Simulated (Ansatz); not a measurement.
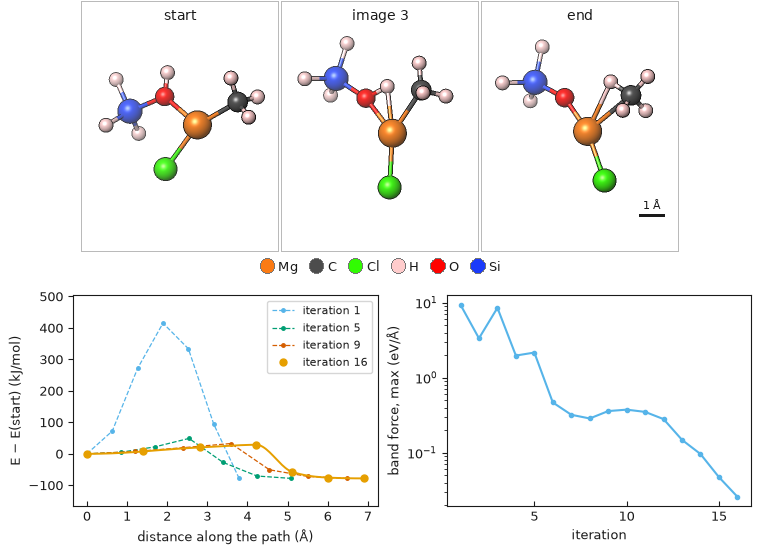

NEB run on CH₇ClMgOSi. Images are numbered from 0 (start) to 6 (end). The plot follows the band through its iterations. A ball-and-stick model, seen at a tilt.

All numbers below come from RKS LDA/def2-mTZVP (Ansatz). Run with 5 movable images; climbing image; force threshold 0.03 eV/Å; iteration limit 60; starting path by straight interpolation.

### Judge this run.

The run is converged, with reservations. The band converged in 16 iterations. The largest component of the band force went from 9.4 to 0.026 eV/Å. The climbing image converged on the top of the path. Its curvatures weren't checked. The straight starting path can push atoms close together and costs iterations. The first iteration put the highest image at 415.4 kJ/mol. The highest point, image 3, lies 28.9 kJ/mol above the start and 106.9 kJ/mol above the end; the end is at −77.9 kJ/mol relative to the start.

Cost: 2.1 min on 4 threads of Arm Neoverse N1 (shared host), peak memory 0.18 GiB.
